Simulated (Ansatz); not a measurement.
## Fields on a plane of CdS (zinc blende)

```xyz
2
Lattice="0.0000 2.9635 2.9635 2.9635 0.0000 2.9635 2.9635 2.9635 0.0000" Properties=species:S:1:pos:R:3 pbc="T T T"
S      4.4453     4.4453     4.4453
Cd     0.0000     0.0000     0.0000
```

The slice is a {111} plane (indices of the conventional cell) through the point (0.000, 0.000, 0.000) (fractional), spanned by u = [100] and v = [-1 2 0] in vectors of this cell: u (4.19 Å) and v (7.26 Å, at 90° to u). It covers one period; positions are fractions (u, v).

Atoms on it: Cd at (0.00, 0.00); Cd at (0.50, 0.50). Other atoms lie within 1 Å of the plane.

The numbers are results of PBE (plane waves to 420 eV, PAW, scalar-relativistic; Ansatz, a first-principles code), not measurements. k mesh 10×10×10. Near the nuclei the fields are pseudised (PAW); where an atom keeps semicore shells as valence, they peak there. CdS was relaxed with its symmetry unable to fall. The PAW data are Ansatz's earlier set.

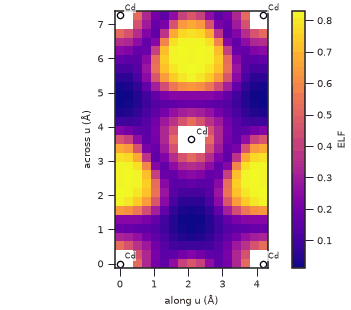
Fig. 1. Electron localisation function (ELF), one period of the plane, atoms marked. Points within 0.5 Å of a nucleus are left white, as the pseudised field means little there.

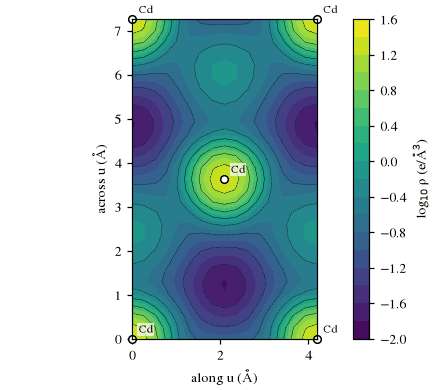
Log₁₀ of the valence density in e/Å³, one period of the plane, atoms marked. The scale is logarithmic, as a density can span decades between atoms and voids.
